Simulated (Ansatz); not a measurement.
These are PBE (plane waves to 420 eV, PAW; Ansatz, a program for electronic structure) values and carry that method's errors.

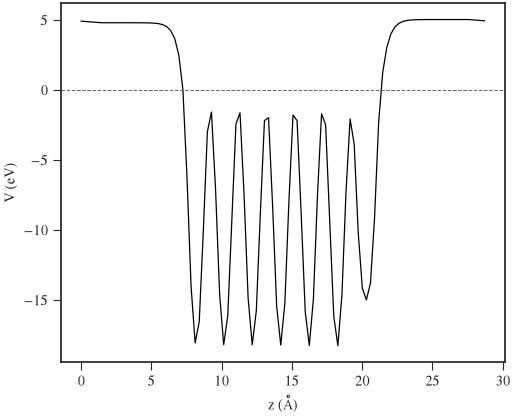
Fig. 1. Plane-averaged electrostatic potential energy along the normal, in eV from the Fermi level, for a constructed model of the (110) surface of bcc Fe, ferromagnetic, from a spin-polarised start, a pseudomorphic layer of V in the host's stacking (bottom of the slab: a bare face, its two planes held)

Model: 7-atom slab, 12.6 Å thick at the start, 16x16x1 mesh, Fermi-Dirac 0.1 eV, dipole correction, 2 atoms held, the rest relaxed; held to the start's symmetry, so lower structures may exist; spin-polarised, ending with about 13.3 μB a cell; orders that need a larger cell were not tried, no spin-orbit, no U. It is one candidate, not shown to be the stable structure of the face.

The vacuum level lies 5.03 eV above the Fermi level over the top face and 4.80 eV above it under the bottom face.
